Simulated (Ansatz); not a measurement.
# C₂HSi (doublet): inputs that go wrong at distance C2–Si3 = 2.670 Å

3 inputs are run for C₂HSi (doublet) as typed; the log has to tell whether the result can be used and what must change.

Program: Ansatz 0.2.0, Gaussian basis. Level of theory: the settings change from run to run. These are calculated values, not measurements.

21 further runs of the same task are left out: 16 that didn't finish, 5 set aside as unsound or not needed.

## (1) What is computed

The geometry derives from a PBE0/def2-TZVP stationary point (not a proven minimum). One bond is set to the value named and the two fragments are kept rigid.

4 atoms, charge 0, spin multiplicity 2.

Atoms are counted from 1 here; the program's logs count them from 0.

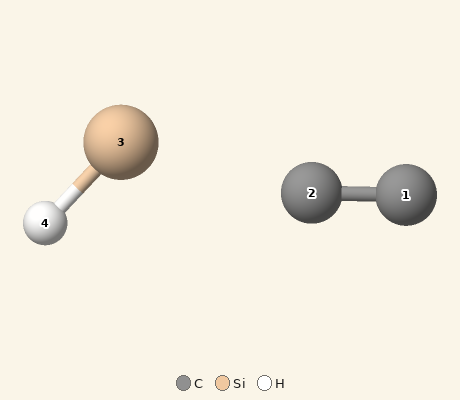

The geometry (carbon grey, silicon light orange, hydrogen white); atoms are numbered from 1 in the order of the file.

Coordinates:

```xyz
4
C2HSi
C     0.00000    0.08485    2.44868
C     0.00000    0.20920    1.17763
Si    0.00000   -0.16335   -1.46625
H     0.00000    1.04773   -2.35548
```

## (2) Input 1

File in.yaml:

```yaml
crystal:
  periodic: [false, false, false]
  atoms:
    - {symbol: C, position_ang: [0.000000, 0.084853, 2.448677]}
    - {symbol: C, position_ang: [0.000000, 0.209203, 1.177632]}
    - {symbol: Si, position_ang: [0.000000, -0.163354, -1.466248]}
    - {symbol: H, position_ang: [0.000000, 1.047733, -2.355481]}
basis:
  gaussian: {orbitals: STO-3G}
magnetization: {spin_polarized: false, initial_magnetization: 1}
correlation: {method: fic_nevpt4_sd, electrons: all, active_space: {window: {electrons: 3, orbitals: 2}, states: [{multiplicity: 2, weights: [1, 0.5, 1, 1]}]}}
```

Started as:

```bash
> ansatz run in.yaml --threads 1 --pin off --events-out ev --progress --plain --max-ram 2393MiB
```

Standard output:

```text
Functional definition: HF
  name "HF"
  cite "Fock, Z. Phys. 61, 126 (1930) doi:10.1007/BF01340294"
  parent pbe
  exchange = exact_x
  correlation = 0
325 factors; integrals over basis functions are off by at most 3.0e-8 eV
mean field evaluation 1: about -9804.5432 eV, gradient 2.3e1 eV
mean field evaluation 2: about -9804.5563 eV, gradient 2.3e1 eV
mean field evaluation 4: about -9810.5049 eV, gradient 9.3e0 eV
mean field evaluation 8: about -9810.9626 eV, gradient 3.5e0 eV
mean field evaluation 16: about -9811.7526 eV, gradient 1.6e-2 eV
mean field evaluation 32: about -9803.8820 eV, gradient 7.0e0 eV
mean field evaluation 64: about -9804.7433 eV, gradient 5.7e-6 eV
mean field evaluation 96: about -9804.1481 eV, gradient 9.9e0 eV
mean field evaluation 128: about -9811.8692 eV, gradient 1.3e-2 eV
mean field evaluation 160: about -9811.3012 eV, gradient 4.7e0 eV
mean field evaluation 192: about -9811.7520 eV, gradient 3.3e-2 eV
mean field evaluation 224: about -9809.5190 eV, gradient 2.0e0 eV
mean field evaluation 256: about -9811.7520 eV, gradient 3.8e-2 eV
mean field -9811.86932913 eV, -360.5795471215 hartree, gradient 2.9e-6 eV, S^2 0.750000; 22 other end points of the search recorded, 0 dependent functions left out
reference -9811.86932913 eV, -360.5795471215 hartree; 14, 13 occupied and 6, 7 virtual orbitals, 325 factors
Error: 4 states are sought, and the space of determinants holds 2 states of this symmetry and spin
```

It took 0.72 s on 1 thread of Arm Neoverse V2, shared host.

Diagnosis: The run stopped with an error. It says: «4 states are sought, and the space of determinants holds 2 states of this symmetry and spin». Cure: ask for fewer states or enlarge the space.

## (3) Input 2

File in.yaml:

```yaml
crystal:
  periodic: [false, false, false]
  atoms:
    - {symbol: C, position_ang: [0.000000, 0.084853, 2.448677]}
    - {symbol: C, position_ang: [0.000000, 0.209203, 1.177632]}
    - {symbol: Si, position_ang: [0.000000, -0.163354, -1.466248]}
    - {symbol: H, position_ang: [0.000000, 1.047733, -2.355481]}
basis:
  gaussian: {orbitals: 6-31G, fitting: {mean_field: def2-universal-jkfit}}
magnetization: {spin_polarized: false, initial_magnetization: 1}
hamiltonian: {xc: pbe}
correlation: {method: sc_nevpt2, electrons: valence, active_space: {window: {electrons: 3, orbitals: 3}}}
scf: {omitted_lower_state_checks: [cluster_reference]}
```

Launched as before.

Standard output:

```text
Error: invalid value for `correlation.active_space`: it starts from restricted Hartree–Fock orbitals; set hamiltonian.xc: hf without magnetization.spin_polarized
```

Run time: 0.03 s. Hardware: 1 thread of Arm Neoverse V2, shared host.

**Diagnosis.** The run was refused. An active space is asked on a functional's orbitals. Fix: start from Hartree-Fock.

## (4) Input 3

File in.yaml:

```yaml
crystal:
  periodic: [false, false, false]
  atoms:
    - {symbol: C, position_ang: [0.000000, 0.084853, 2.448677]}
    - {symbol: C, position_ang: [0.000000, 0.209203, 1.177632]}
    - {symbol: Si, position_ang: [0.000000, -0.163354, -1.466248]}
    - {symbol: H, position_ang: [0.000000, 1.047733, -2.355481]}
basis:
  gaussian: {orbitals: def2-SVP}
magnetization: {spin_polarized: false, initial_magnetization: 1}
correlation: {active_space: {window: {electrons: 3, orbitals: 3}, states: [{multiplicity: 2, weights: [1, 1]}], root: 2}}
scf: {lower_state_search: full}
```

The command is unchanged.

Standard output:

```text
Error: the active space averages no state 2, counted from zero
```

Run time: 0.03 s. Hardware: 1 thread of Arm Neoverse V2, shared host.

**Diagnosis.** The run was refused. The root asked for lies beyond the states averaged. To mend it, average more states or name a lower root.

## (5) Summary

```tsv
input	level	ended	cause	time
1	NEVPT4(SD)(3,2)/STO-3G	stopped by an error	4 states are sought, and the space of determinants holds 2 states of this symmetry and spin	0.72 s
2	NEVPT2(3,3)/6-31G	refused	an active space is asked on a functional's orbitals	0.03 s
3	CASSCF(3,3)/def2-SVP	refused	the root asked for lies beyond the states averaged	0.03 s
```

1 stopped by an error, 2 refused.
